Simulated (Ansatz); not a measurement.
BFH₅N

```xyz
8

B     0.0525    0.0997    0.1549
H     0.1911   -0.6379    1.1397
F     1.1573    0.1416   -0.7037
H    -1.0434    0.0252   -0.4165
N     0.0252    1.6303    0.8296
H     0.9058    1.8253    1.3292
H    -0.0852    2.3512    0.1009
H    -0.7520    1.7273    1.4982
```

All numbers below come from RKS PBE-D4/def2-SVP (Ansatz 0.2.0).

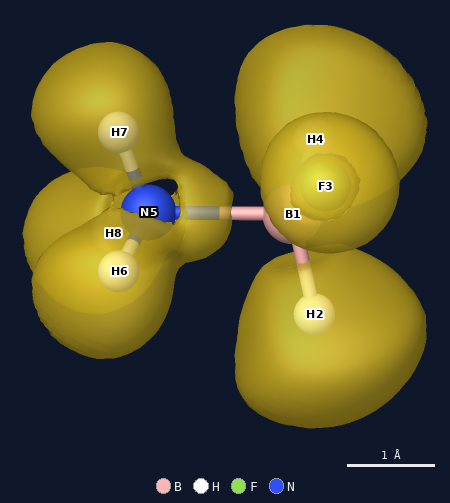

Figure 1. Isosurface of the ELF at 0.75 (yellow), seen from one side. Core shells and regions of very low density are left out.

Q: What do the ELF domains correspond to?

A: The surface consists of two regions around hydrogen nuclei, one region on F in which the atom's valence shell and bonds are merged and one joined region spread over several atoms (H, N), in which their bonds and any lone pairs are merged. Along the contacts the grid gives the following. B–F (1.40 Å): the ELF peaks at about 0.85 between the atoms: a polar covalent bond. B–N (1.67 Å): the ELF peaks at about 0.95 between the atoms; a shared but strongly polarised pair.

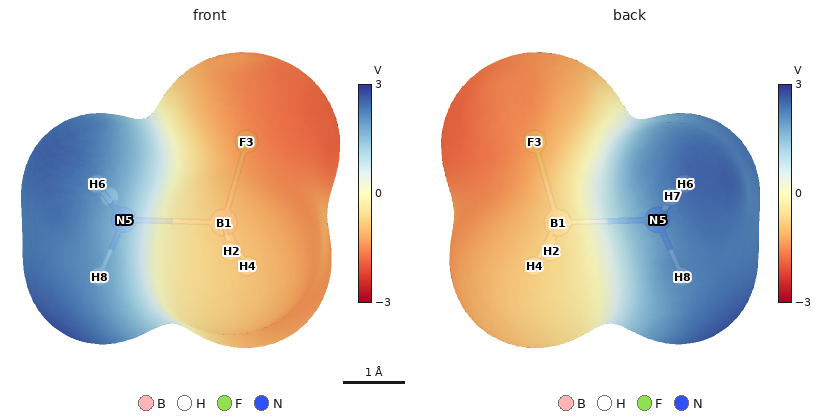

Figure 2. The molecular electrostatic potential painted on the density surface at 0.002 e/bohr³, seen from the front and from behind; the colour scale runs from red (negative) to blue (positive).

Q: Which sites attract a positive test charge, and which a negative one?

A: A positive charge is drawn to the negative regions and a negative charge to the positive ones. The most negative region (about −1.9 V, or −44 kcal/mol for a unit charge) lies over F3, the most positive (about +2.7 V, or +62 kcal/mol for a unit charge) over H8.

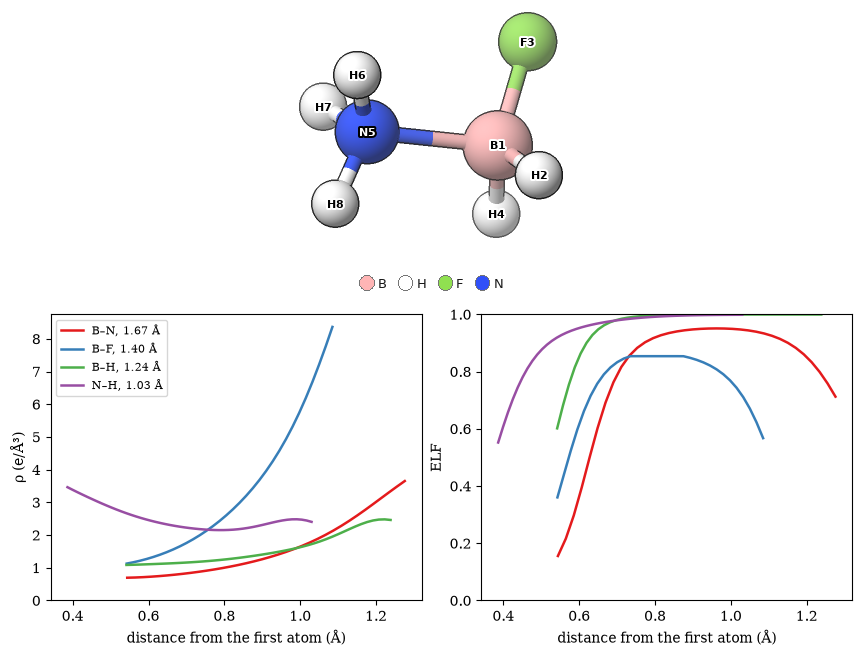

Figure 3. Total electron density and ELF along straight lines between neighbouring atoms. The curves leave out the atomic cores. The structure is drawn too.

Q: Compare the contacts.

A: B–N (1.67 Å): ρ at the midpoint is about 1.1 e/Å³; the ELF peaks at about 0.95 between the atoms: a shared but strongly polarised pair.
B–F (1.40 Å): ρ is about 1.8 e/Å³ halfway; the ELF peaks at about 0.85 between the atoms: a shared but strongly polarised pair.
B–H (1.24 Å): ρ is about 1.1 e/Å³ halfway; the ELF climbs to about 1 towards the hydrogen, as it does in any bond to H: an ordinary covalent bond to hydrogen.
N–H (1.03 Å): ρ at the midpoint is about 2.8 e/Å³; the ELF climbs to about 1 towards the hydrogen; a covalent bond by its length.
